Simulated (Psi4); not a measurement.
# SiHSF2 (SMILES F[SiH](F)[S]) at UMP2/aug-cc-pVQZ (density fitting, density fitting for correlation, sweep point 3)

Aim: the vertical ionisation energy of SiHSF2 at UMP2/aug-cc-pVQZ (density fitting, density fitting for correlation, sweep point 3), from 2 runs. 

Program for the calculation: Psi4 1.11.

## 1. The molecule

SiHSF2: 5 atoms, total charge 0, spin state doublet. SMILES: `F[SiH](F)[S]`. Geometry: relaxed at PBE0-D4/def2-TZVP.

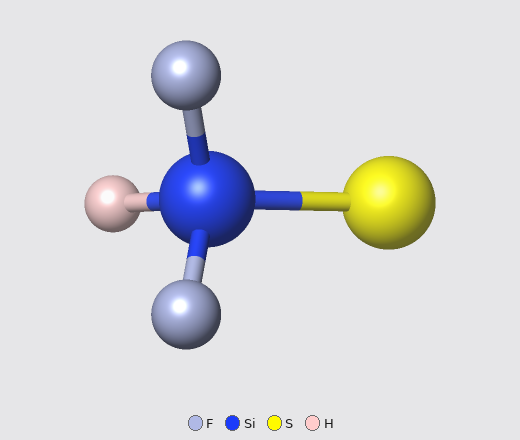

Viewed from a chosen angle; fluorine light blue, silicon blue, sulfur yellow, hydrogen pink.

## 2. The energy at UMP2/aug-cc-pVQZ (density fitting, density fitting for correlation, sweep point 3)

Input file f2hssi.inp:

```
memory 1600 mb

molecule {
  0 2
  F     -0.294700    -0.440200     1.515400
  Si     0.087400     0.010000     0.046800
  F      0.080600     1.592500     0.075600
  S     -1.256200    -0.752800    -1.380300
  H      1.432800    -0.483300    -0.298900
  symmetry c1
}

set {
  basis           aug-cc-pVQZ
  reference       uhf
  puream          true
  scf_type        df
  num_frozen_docc 12
  maxiter         150
}

e_tot, wfn = energy('mp2', return_wfn=True)
print_variables()
```

Command:

```console
$ psi4 f2hssi.inp f2hssi.out -n 1
```

f2hssi.out:

```text
[...]
  Running in c1 symmetry.
[...]
  Nuclear repulsion =  219.048892368938851
[...]
  Multiplicity = 2
[...]
  Nalpha       = 25
  Nbeta        = 24
[...]
    Number of basis functions: 374
[...]
   @DF-UHF iter   1:  -886.11617403969024   -8.90774e-01   1.23248e-03 DIIS/ADIIS
[...]
   @DF-UHF iter  15:  -886.21078953916026   -5.68434e-11   4.93573e-09 DIIS
[...]
   @S^2 Observed:                7.629911386E-01
[...]
    Orbital Energies [Eh]
    ---------------------
    Alpha Occupied:
       1A    -91.998463     2A    -68.882748     3A    -26.309310
       4A    -26.309284     5A     -9.001972     6A     -6.697535
       7A     -6.679117     8A     -6.678214     9A     -6.219103
      10A     -4.327219    11A     -4.326814    12A     -4.326288
      13A     -1.624952    14A     -1.604659    15A     -1.005967
      16A     -0.803899    17A     -0.734176    18A     -0.715501
      19A     -0.704766    20A     -0.677712    21A     -0.660221
      22A     -0.596216    23A     -0.498904    24A     -0.480866
      25A     -0.428057
    Alpha Virtual:
[...]
  @DF-UHF Final Energy:  -886.21078953916026
   => Energetics <=
    Nuclear Repulsion Energy =            219.0488923689388514
    One-Electron Energy =               -1666.6372286630735289
    Two-Electron Energy =                 561.3775467549744462
    Total Energy =                       -886.2107895391602597
  UHF NO Occupations:
  HONO-2 :   23  A 1.9994907
  HONO-1 :   24  A 1.9945023
[...]
 Multipole Moments:
 ------------------------------------------------------------------------------------
     Multipole            Electronic (a.u.)      Nuclear  (a.u.)        Total (a.u.)
 ------------------------------------------------------------------------------------
 L = 1.  Multiply by 2.5417464519 to convert [e a0] to [Debye]
 Dipole X            :         -0.9006831            1.1465921            0.2459090
 Dipole Y            :          1.2953560           -1.5814621           -0.2861061
 Dipole Z            :          1.5937844           -1.9339232           -0.3401389
 Magnitude           :                                                    0.5079590
[...]
```

Run time: 25 s. Hardware: 1 thread of Intel Xeon Platinum 8488C (Sapphire Rapids), shared host; peak memory 1.2 GiB.

## 3. The singlet cation

Input file f2hssi.in:

```
memory 1600 MB

molecule geom {
  1 1
  F     -0.294700    -0.440200     1.515400
  Si     0.087400     0.010000     0.046800
  F      0.080600     1.592500     0.075600
  S     -1.256200    -0.752800    -1.380300
  H      1.432800    -0.483300    -0.298900
  units angstrom
  symmetry c1
}

set reference rhf
set puream true
set scf_type df
set num_frozen_docc 12

energy("mp2/aug-cc-pVQZ")
```

Command:

```console
$ psi4 -i f2hssi.in -o f2hssi.out -n 1
```

f2hssi.out:

```text
[...]
  Running in c1 symmetry.
[...]
  Nuclear repulsion =  219.048892368938851
[...]
  Multiplicity = 1
[...]
  Nalpha       = 24
  Nbeta        = 24
[...]
    Number of basis functions: 374
[...]
   @DF-RHF iter   1:  -885.64852250228705   -4.23123e-01   1.33332e-03 ADIIS/DIIS
[...]
   @DF-RHF iter  13:  -885.77329213326755   -2.34195e-11   3.90342e-09 DIIS
[...]
    Orbital Energies [Eh]
    ---------------------
    Doubly Occupied:
       1A    -92.379869     2A    -69.112159     3A    -26.503550
       4A    -26.503523     5A     -9.376544     6A     -7.056993
       7A     -7.053409     8A     -7.052231     9A     -6.449412
      10A     -4.558186    11A     -4.556435    12A     -4.556139
      13A     -1.815325    14A     -1.794345    15A     -1.275151
      16A     -1.002578    17A     -0.921250    18A     -0.908274
      19A     -0.900578    20A     -0.866527    21A     -0.848549
      22A     -0.831149    23A     -0.747113    24A     -0.738080
[...]
  @DF-RHF Final Energy:  -885.77329213326755
   => Energetics <=
    Nuclear Repulsion Energy =            219.0488923689388514
    One-Electron Energy =               -1654.0296334434137862
    Two-Electron Energy =                 549.2074489412074172
    Total Energy =                       -885.7732921332675460
[...]
 Multipole Moments:
 ------------------------------------------------------------------------------------
     Multipole            Electronic (a.u.)      Nuclear  (a.u.)        Total (a.u.)
 ------------------------------------------------------------------------------------
 L = 1.  Multiply by 2.5417464519 to convert [e a0] to [Debye]
 Dipole X            :         -1.7100846            1.1465921           -0.5634925
 Dipole Y            :          0.3013832           -1.5814621           -1.2800789
 Dipole Z            :         -0.0204952           -1.9339232           -1.9544184
 Magnitude           :                                                    2.4033054
[...]
```

Wall time 17 s (1 thread of Intel Xeon Platinum 8488C (Sapphire Rapids), shared host); peak memory 1.2 GiB.

## 4. Outcome

Level: UMP2/aug-cc-pVQZ (density fitting, density fitting for correlation, sweep point 3), 12 core orbitals frozen.

| quantity | value |
| --- | --- |
| doublet SiHSF2: total energy | -887.04535 Eh |
| doublet SiHSF2: HOMO energy (Hartree–Fock orbitals) (highest over α and β) | -11.10 eV |
| doublet SiHSF2: LUMO energy (Hartree–Fock orbitals) (lowest over α and β) | -0.86 eV |
| doublet SiHSF2: correlation energy (12 core orbitals frozen) | -834.6 mEh |
| doublet SiHSF2: ⟨S²⟩ of the reference determinant | 0.763 |
| singlet cation: total energy | -886.59108 Eh |
| singlet cation: HOMO energy (Hartree–Fock orbitals) | -20.08 eV |
| singlet cation: LUMO energy (Hartree–Fock orbitals) | -10.60 eV |
| singlet cation: HOMO–LUMO gap (Hartree–Fock orbitals) | 9.49 eV |
| singlet cation: correlation energy (12 core orbitals frozen) | -817.8 mEh |
| vertical ionisation energy (to the singlet cation) | 12.361 eV |

What this shows: Removing an electron at fixed nuclei costs 12.36 eV (285 kcal/mol). Only the singlet of the ionised species was computed; a triplet could lie lower.
